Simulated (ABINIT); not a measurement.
# PbIF (P4/nmm): G0W0 with ABINIT, start to end, part 3 of 3

How does a plane-wave GW calculation on PbIF (P4/nmm) run from the first input to the gap?

ABINIT 10.8.3; LDA and many-body steps on it, plane waves. Known limits of the many-body steps: not at the basis limit; no spin-orbit coupling; coarse k mesh.

So far. Step 4 (Empty states on the mesh, 2×2×1 mesh, 164 bands): On this mesh the gap is 2.304 eV. The earlier step found 1.560 eV, so this mesh misses an edge. Step 5 (Screening, 2×2×1 mesh, 150 bands, screening to 106.1 eV): Local fields lower ε∞ by 13 %. On a Γ-centred mesh this coarse the value itself is usually too large, while a short band sum pulls it down.

## (6) Self-energy, 2×2×1 mesh, 150 bands, screening to 106.1 eV

The self-energy is evaluated for the states that the input lists, and the levels follow from it, in one-shot runs by the linearised quasiparticle equation.

This step: G0W0 on LDA, plane waves, norm-conserving pseudopotentials.

Input file run.abi:

```
acell 3*1.0 Angstrom
rprim 
  4.237400000000 0.000000000000 0.000000000000
  0.000000000000 4.237400000000 0.000000000000
  0.000000000000 0.000000000000 8.800000000000
ntypat 3
znucl 82 53 9
natom 6
typat 1 1 2 2 3 3
xred 
  0.500000000000 0.000000000000 0.163920000000
  0.000000000000 0.500000000000 0.836080000000
  0.500000000000 0.000000000000 0.662970000000
  0.000000000000 0.500000000000 0.337030000000
  0.000000000000 0.000000000000 0.000000000000
  0.500000000000 0.500000000000 0.000000000000
pp_dirpath "pseudos"
pseudos "Pb.upf, I.upf, F.upf"
ecut 36
ngkpt 2 2 1
nshiftk 1
shiftk 0 0 0
kptopt 1
chksymbreak 0
istwfk *1
occopt 1
irdwfk 1
optdriver 4
nband 150
gwcalctyp 0
ecutsigx 36
symsigma 1
nkptgw 1
kptgw 
  0.0000000000 0.0000000000 0.0000000000
bdgw 
  44 48
ecuteps 3.9
irdscr 1
ppmodel 1
indata_prefix "in"
outdata_prefix "out"
tmpdata_prefix "tmp"
```

The run is started by

```
> OMP_NUM_THREADS=1 mpirun -n 8 abinit run.abi > log
```

Numbers of over 12 decimals in the logs are rounded to 6 here.

Log:

```text
.Version 10.8.3 of ABINIT. v10.8.2 released Aug 2026.

 Symmetries : space group P4/n m m (#129); Bravais tP (primitive tetrag.)
[... echo of the input left out ...]
== DATASET  1 ==================================================================
-   mpi_nproc: 8, omp_nthreads: 1 (-1 if OMP is not activated)

--- !DatasetInfo
iteration_state: {dtset: 1, }
dimensions: {natom: 6, nkpt: 3, mband: 150, nsppol: 1, nspinor: 1, nspden: 1, mpw: 11032, }
cutoff_energies: {ecut:  36.0, pawecutdg:  -1.0, }
electrons: {nelect:   9.20000000E+01, charge:   0.00000000E+00, occopt:   1.00000000E+00, tsmear:   1.00000000E-02, }

 SIGMA: Calculation of the GW corrections

 Based on a program developped by R.W. Godby, V. Olevano, G. Onida, and L. Reining.
 Incorporated in ABINIT by V. Olevano, G.-M. Rignanese, and M. Torrent.
.Using double precision arithmetic ; gwpc =  8

[... cell and pseudopotentials left out ...]
--------------------------------------------------------------------------------

 ==== K-mesh for the wavefunctions ====
 Number of points in the irreducible wedge :     3
[... list of points left out ...]
 Together with 16 symmetry operations and time-reversal symmetry
 yields     4 points in the full Brillouin Zone.

 ==== Q-mesh for screening function ====
 Number of points in the irreducible wedge :     3
[... list of points left out ...]
 Together with 16 symmetry operations and time-reversal symmetry
 yields     4 points in the full Brillouin Zone.

 vcoul_init : cutoff-mode = AUXILIARY_FUNCTION
 q-points for optical limit:   1
     1)      0.000010    0.000020    0.000030
 setmesh: FFT mesh size selected  =    48x   48x   96
          total number of points  =       221184

 Number of electrons calculated from density =   92.0000; Expected =   92.0000
 average of density, n =  0.086280
 r_s =    1.4039
 omega_plasma =   28.3342 [eV]

 === KS Band Gaps ===
  >>>> For spin  1
   Minimum direct gap =   2.3039 [eV], located at k-point      :   0.0000  0.0000  0.0000
   Fundamental gap    =   2.3039 [eV], Top of valence bands at :   0.0000  0.0000  0.0000
                                       Bottom of conduction at :   0.0000  0.0000  0.0000
 SIGMA fundamental parameters:
 PLASMON POLE MODEL  1
 number of plane-waves for SigmaX                10921
 number of plane-waves for SigmaC and W            387
 number of plane-waves for wavefunctions         10921
 number of bands                                   150
 number of independent spin polarizations            1
 number of spinorial components                      1
 number of k-points in IBZ                           3
 number of q-points in IBZ                           3
 number of symmetry operations                      16
 number of k-points in BZ                            4
 number of q-points in BZ                            4
 number of frequencies for dSigma/dE                 9
 frequency step for dSigma/dE [eV]                0.25
 number of omega for Sigma on real axis              0
 max omega for Sigma on real axis  [eV]           0.00
 zcut for avoiding poles [eV]                     0.10

 EPSILON^-1 parameters (SCR file):
 dimension of the eps^-1 matrix on file            387
 dimension of the eps^-1 matrix used               387
 number of plane-waves for wavefunctions         10921
 number of bands                                   150
 number of q-points in IBZ                           3
 number of frequencies                               2
 number of real frequencies                          1
 number of imag frequencies                          1

 matrix elements of self-energy operator (all in [eV])

 Perturbative Calculation

--- !SelfEnergy_ee
iteration_state: {dtset: 1, }
kpoint     : [   0.000,    0.000,    0.000, ]
spin       : 1
KS_gap     :    2.304
QP_gap     :    4.018
Delta_QP_KS:    1.714
data: !SigmaeeData |
     Band     E0 <VxcDFT>   SigX SigC(E0)      Z dSigC/dE  Sig(E)    E-E0       E
       44   3.248 -12.717 -16.419   2.672   0.801  -0.248 -13.542  -0.825   2.423
       45   3.248 -12.717 -16.419   2.672   0.801  -0.248 -13.542  -0.825   2.423
       46   3.769 -12.924 -16.294   2.440   0.805  -0.242 -13.673  -0.749   3.021
       47   6.073 -11.287  -6.771  -3.340   0.821  -0.217 -10.322   0.965   7.038
       48   7.312 -11.388  -6.838  -3.339   0.817  -0.224 -10.398   0.989   8.301

== END DATASET(S) ==============================================================
================================================================================

 -outvars: echo values of variables after computation  --------
           etotal      0.0000000000E+00
            nband         150
             nkpt           3
          spgroup         129
 [... the other variables as echoed above ...]

 Calculation completed.
```

The job ended after 7.6 s (8 MPI ranks of AMD EPYC 9B14 (Zen 4), shared host; peak memory 1.5 GiB).

Numbers from this step:

| Property | Result |
| --- | --- |
| G0W0 gap on the points computed | 4.017 eV |
| starting gap on the mesh | 2.304 eV |
| k of the valence top | 0, 0, 0 |
| k of the conduction bottom | 0, 0, 0 |
| Z at the valence top | 0.805 |
| Z at the conduction bottom | 0.821 |
| least direct G0W0 gap on the computed points | 4.017 eV |

The gap on the mesh goes from 2.30 eV to 4.02 eV, a correction of +1.71 eV. The start differs from the 1.56 eV found before because the two sample other k points.

Limits: finite bands, cutoff and mesh; no spin-orbit coupling; coarse k mesh. v1 is the top filled band, c1 the lowest empty one. The levels before and after the correction (eV, zero at the valence-band top of each column):

```
           conduction bottom  valence top
Kohn-Sham               2.30         0.00
     G0W0               4.02         0.00
```

```
             level  energy (eV)
Kohn-Sham  Γ v3-v2       -0.521
Kohn-Sham     Γ v1        0.000
Kohn-Sham     Γ c1        2.304
Kohn-Sham     Γ c2        3.542
     G0W0  Γ v3-v2       -0.598
     G0W0     Γ v1        0.000
     G0W0     Γ c1        4.017
     G0W0     Γ c2        5.280
```

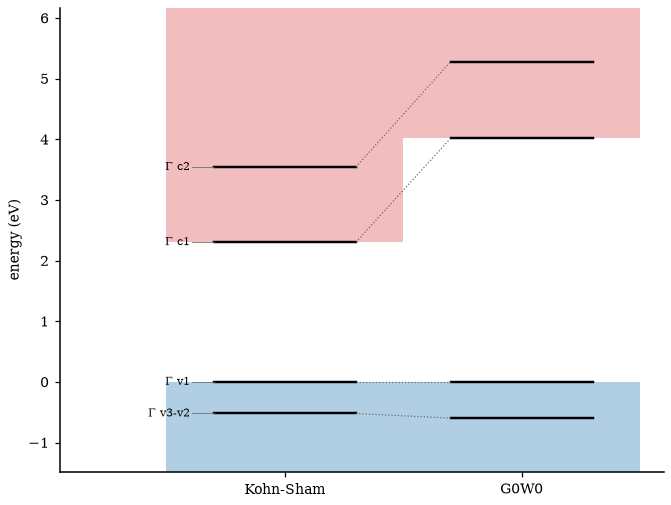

Levels before and after the correction. Shaded: valence and conduction bands.

## (7) Where the time went

Times are wall times on the hardware named with each run, good to a factor of about two.

```
                          step   time  share  memory (GiB)
                  ground state   48 s   23 %          0.96
bands along the symmetry lines   65 s   32 %           1.1
      empty states on the mesh   60 s   29 %          0.42
                     screening   24 s   12 %           2.7
                   self-energy  7.6 s    4 %           1.5
```

## (8) Outcome

| Item | Value |
| --- | --- |
| LDA gap | 1.56 eV, direct |
| G0W0 gap on the mesh | 4.02 eV |
| G0W0 gap over the zone (rigid shift) | 3.27 eV |
| GW settings | 2×2×1 mesh, 150 bands, screening to 106.1 eV, Godby-Needs plasmon pole |
| known limits | not at the basis limit; no spin-orbit coupling; coarse k mesh |

G0W0 moves the gap on the mesh from 2.30 eV to 4.02 eV (+1.71 eV), with Z of 0.81 and 0.82 at the edges. The mesh misses the band edges by 0.74 eV in all; a rigid shift gives 3.27 eV for the zone. Local fields lower the RPA ε∞ on this mesh from 8.30 to 7.19; a Γ-centred mesh this coarse tends to raise both, most where the direct gap is narrow, while a short band sum lowers them. Only 1 of the mesh's irreducible points was corrected, so a valley elsewhere could overtake. Bands and cutoff are finite, so the gap is not at the basis limit. The miss can reach some tenths of an eV and take either sign; the mesh is an error of its own. In the G0W0 run levels were corrected at 1 k point alone, so a gap called «on the mesh» is the least over those, and an edge elsewhere would be missed. A denser mesh or path gives a starting gap of 1.56 eV: the GW mesh misses a band edge, so its gaps are not the fundamental one. The 2×2×1 mesh is coarse for this cell, which bears on the long-range parts of exchange and screening. Where an edge is built on 6p states of lead, bismuth or thallium, scalar-relativistic gaps usually stand too wide, by a few tenths to over one eV. The many-body steps are scalar-relativistic: spin-orbit coupling is not in them.

[Paths, hosts, dates, memory and timing lines, banners, echoed tables and standing remarks are left out of the program output.]

[Logs are printed without paths, hosts, clocks, repeated set-up lines and the standing remarks that a program may print on its own settings, such as how far it seeks lower states.]

[Runs of the session that timed out or met a known fault of the program may be left out.]

[Hosts, paths, dates, database ids (printed as entryN), source tags and the programs' standing remarks are cut or masked in the printed files.]

[G0W0 gaps are taken among the corrected bands and points alone; a level outside them can change the order at an edge.]

[Where Ansatz stands beside ABINIT at settings called matched, ABINIT's density can come from a denser mesh and the files from another edition; pairs whose starting gaps differed by over 0.03 eV were left out, so agreement reads better than it is.]
